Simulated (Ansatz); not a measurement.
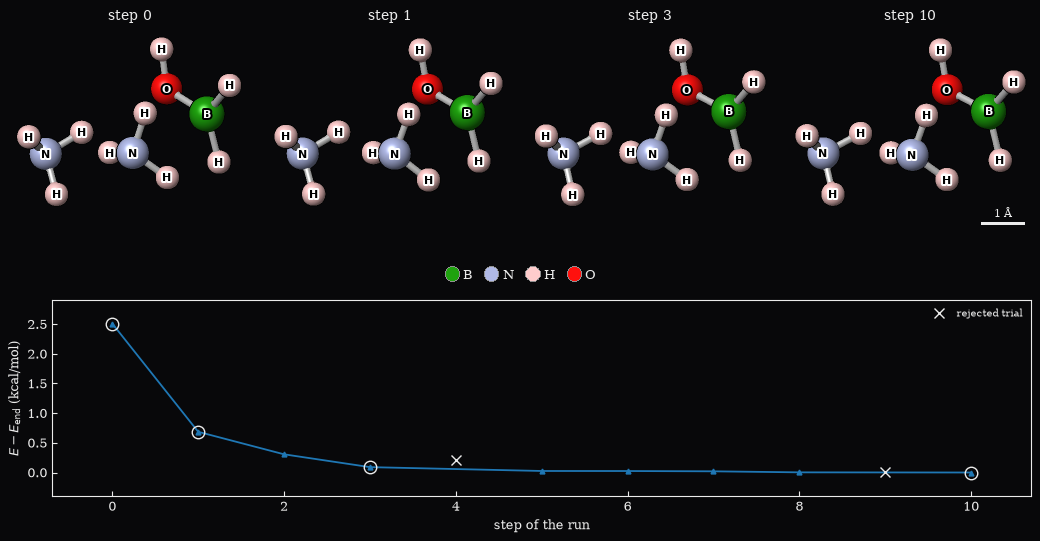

Frames of a relaxation of BN2H9O, marked on the history of the run. A ball-and-stick model, seen from a free direction.

The run prepares an end point of a later path (reaction) calculation, from a guessed geometry.

The calculation used Ansatz, RKS B3LYP/def2-SVP.

Input file:
```yaml
crystal:
  periodic: [false, false, false]
  atoms:
    - { symbol: B, position_ang: [-0.895636, -1.392801, 0.720211] }
    - { symbol: "N", position_ang: [-0.182747, 1.345217, 1.085166] }
    - { symbol: H, position_ang: [-1.942684, -1.034119, 0.247673] }
    - { symbol: H, position_ang: [-0.696694, -1.544913, 1.902945] }
    - { symbol: H, position_ang: [0.741648, -0.056769, -1.563004] }
    - { symbol: O, position_ang: [0.109582, -1.770505, -0.217236] }
    - { symbol: H, position_ang: [0.12107, 1.098452, 0.142344] }
    - { symbol: "N", position_ang: [0.974666, 0.833383, -2.00264] }
    - { symbol: H, position_ang: [0.321703, 0.789419, 1.77082] }
    - { symbol: H, position_ang: [-1.179992, 1.158261, 1.170105] }
    - { symbol: H, position_ang: [0.889483, -2.148051, 0.207708] }
    - { symbol: H, position_ang: [0.120387, 1.384939, -2.068347] }
    - { symbol: H, position_ang: [1.619414, 1.337588, -1.395646] }
basis:
  gaussian: { orbitals: def2-SVP }
hamiltonian:
  xc: b3lyp
relax:
  f_tol: 0.03
  max_steps: 50
```

Command:
```bash
ansatz run input.yaml --threads 2 --pin off --max-ram 3072MiB --backend cpu --events-out ev --progress --plain --runs-dir out
```

Q: What happens along the run?

A: The largest move after the best rigid fit is that of H4, 0.19 Å. By element the largest moves are H 0.19 Å, N 0.14 Å, B 0.10 Å, O 0.03 Å. Among the contacts that change: B1–O6 1.425 → 1.355 Å. Bond angles that change, for instance: H3–B1–H4 124.4° → 122.2°, H7–N2–H9 110.1° → 108.0°. The energy falls by 2.51 kcal/mol in 8 accepted moves (10 points after the start). The largest force component goes from 1.7 to 0.029 eV/Å. The line search rejected the trial steps at points 4, 9 of the run. From step 0 to 1: H10 moves most (0.19 Å), energy −1.82 kcal/mol. From step 1 to 3: H4 moves most (0.10 Å), energy −0.60 kcal/mol. From step 3 to 10: H11 moves most (0.02 Å), energy −0.09 kcal/mol.

```tsv
step	E − E(0), kcal/mol	largest force component, eV/Å	note
0	0.00	1.6908	
1	-1.82	0.8595	
2	-2.20	0.3689	
3	-2.42	0.2095	
4	-2.30	0.2960	rejected
5	-2.48	0.0895	
6	-2.48	0.0610	
7	-2.49	0.1007	
8	-2.51	0.0650	
9	-2.50	0.0342	rejected
10	-2.51	0.0286
```
